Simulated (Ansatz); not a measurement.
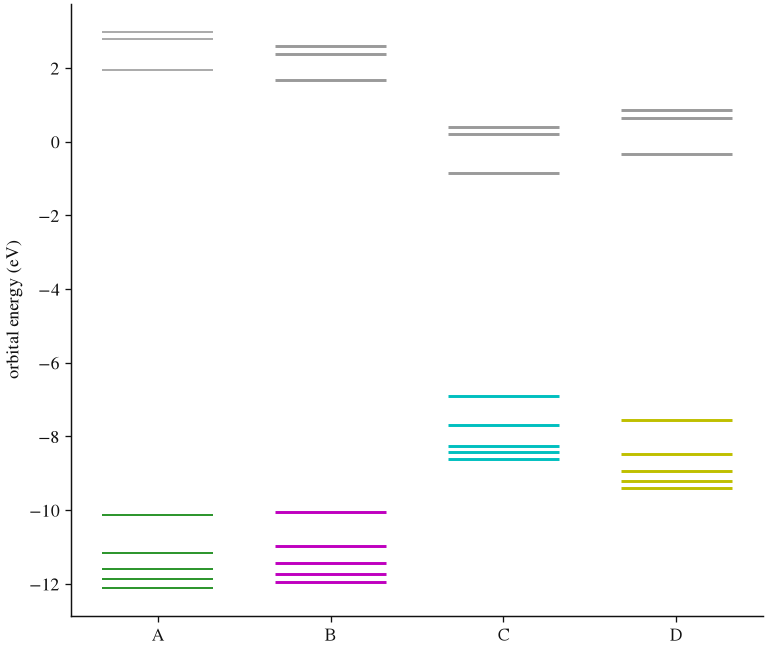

Frontier orbital energies of C₃H₁₂BNSi, SMILES BN(CC)[SiH2]C at one geometry, def2-TZVPP, the Ansatz code 0.2.0, at a PBE0-D4/def2-TZVP geometry (no frequency check). Empty levels are grey, levels within 0.1 eV stand side by side; all columns show the same few orbitals around the gap.

> The columns come from B3LYP, B97M-V, ωB97M-V and ωB97X-V. Which is which?

A: ωB97X-V (HOMO −10.14, LUMO 1.95, separation 12.09 eV)
B: ωB97M-V (HOMO −10.06, LUMO 1.67, separation 11.73 eV)
C: B97M-V (HOMO −6.90, LUMO −0.86, separation 6.04 eV)
D: B3LYP (HOMO −7.56, LUMO −0.33, separation 7.22 eV)

Limits of at least one run: empty levels above zero depend strongly on the basis; one conformer of a flexible molecule.
